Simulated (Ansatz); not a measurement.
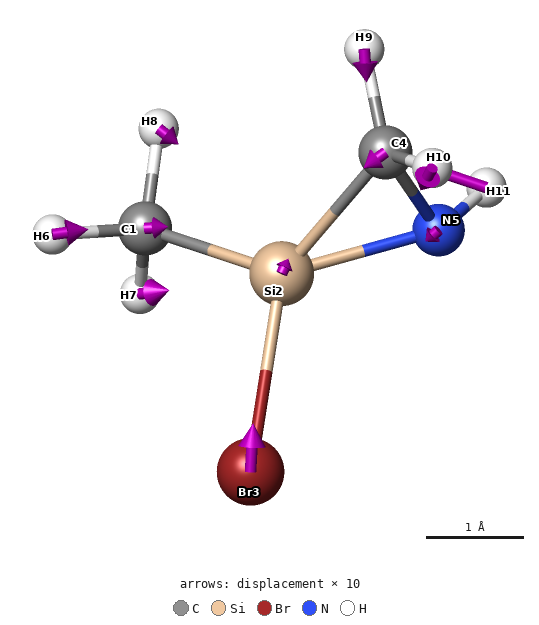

This is a relaxation of C2H6BrNSi. The starting structure is drawn; purple arrows show the displacements, magnified 10 times. The two geometries are superimposed by the best rigid fit.

The picture is a ball-and-stick view, seen at a tilt.

The start comes from PBE-D4/def2-SVP.

Theory: RKS PBE0-D4/def2-TZVP (Ansatz).

Input
```yaml
crystal:
  periodic: [false, false, false]
  atoms:
    - {symbol: C, position_ang: [-1.105326, -0.999223, 0.849696]}
    - {symbol: Si, position_ang: [0.498187, -0.218243, 0.279012]}
    - {symbol: Br, position_ang: [2.210392, -1.050971, 1.460310]}
    - {symbol: C, position_ang: [0.560851, 1.426782, -0.582702]}
    - {symbol: N, position_ang: [0.826868, 0.176680, -1.363909]}
    - {symbol: H, position_ang: [-1.257106, -0.832861, 1.934874]}
    - {symbol: H, position_ang: [-1.093818, -2.093135, 0.670785]}
    - {symbol: H, position_ang: [-1.954063, -0.553124, 0.293877]}
    - {symbol: H, position_ang: [-0.400358, 1.957485, -0.758021]}
    - {symbol: H, position_ang: [1.415698, 2.128278, -0.504301]}
    - {symbol: H, position_ang: [0.364176, 0.001433, -2.259121]}
basis:
  gaussian: {orbitals: def2-TZVP}
hamiltonian: {xc: pbe0, dispersion: d4}
relax: {f_tol: 0.005, max_steps: 150}
```

Run as
```bash
ansatz run in.yaml --threads 4 --pin off --events-out ev --progress --plain --max-ram 10444MiB
```

> Describe the change and its energy.

After 9 accepted moves (10 points after the start) the energy has fallen by 6.89 kJ/mol. Largest force component: 0.7 eV/Å at the start, 0.0036 eV/Å at the end. The line search rejected the trial step at point 8 of the run. The atom that moves furthest after the best rigid fit is H11 (0.081 Å). Largest moves by element: H 0.081 Å, Br 0.051 Å, C 0.028 Å, N 0.019 Å, Si 0.017 Å. Among the contacts that change: Si2–C4 1.858 → 1.822 Å, Si2–Br3 2.241 → 2.212 Å, Si2–N5 1.721 → 1.695 Å, C1–Si2 1.873 → 1.851 Å. Among the angles between lasting bonds that change: Si2–N5–H11 135.2° → 132.0°, C4–N5–H11 121.3° → 119.1°. The run took 60 s on 4 threads of Arm Neoverse V1, on a shared host.
